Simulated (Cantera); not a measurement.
A closed system holds: 1 mol Ti(OiPr)4, 3.2 mol CH4, 2.8 mol H2, held at 7.50 Torr.

These are equilibrium values from Cantera (NASA tables, ideal gas, pure condensed phases), not measurements of a reactor. Candidate condensed phases: C, C6H6, C7H8, C8H18, H2O, Ti, TiC, TiO, TiO2, Ti2O3, Ti3O5, Ti4O7; 113 gas species. The feed counts by its element totals alone. TiC: taken at fixed stoichiometry. Condensed phases not in the tables: Magnéli phases beyond Ti4O7. Equilibrium is a limit: real reactors are often held back by kinetics, nucleation or transport.

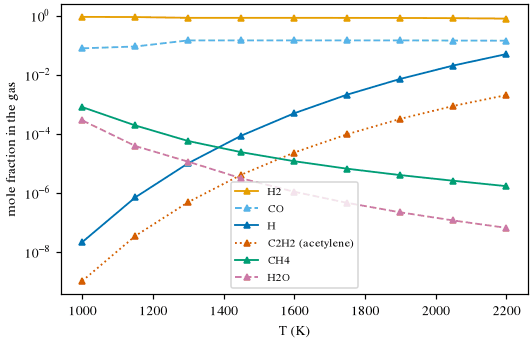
Figure: Equilibrium gas composition (values under 1e-9 drawn at 1e-9)

Problem. Read off the mole fractions at 1600 K.

Solution. H2 about 0.85, CO about 0.15, H about 0.00050, C2H2 (acetylene) about 2.3e-5, CH4 about 1.2e-5, H2O about 1.1e-6.
